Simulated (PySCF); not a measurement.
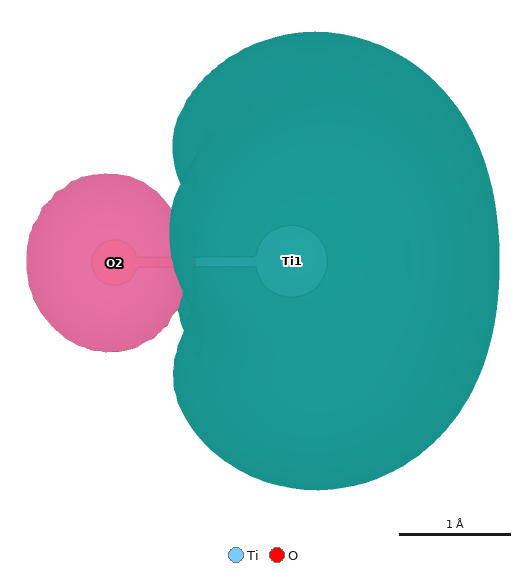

Figure. TiO (triplet). Isosurfaces of the spin density at +0.015 (teal) and −0.015 e/Å³ (pink), seen from one side.

Theory: PySCF, PBE0/def2-TZVP, non-relativistic Hamiltonian with scalar-relativistic core potentials where named, at a bond length of 1.602 Å.

> Describe the spin distribution.

The unpaired spin (2 electrons) lies mostly on Ti1 (about 2.1), in electrons by Hirshfeld's partition, with opposite, polarisation-induced spin on O2.
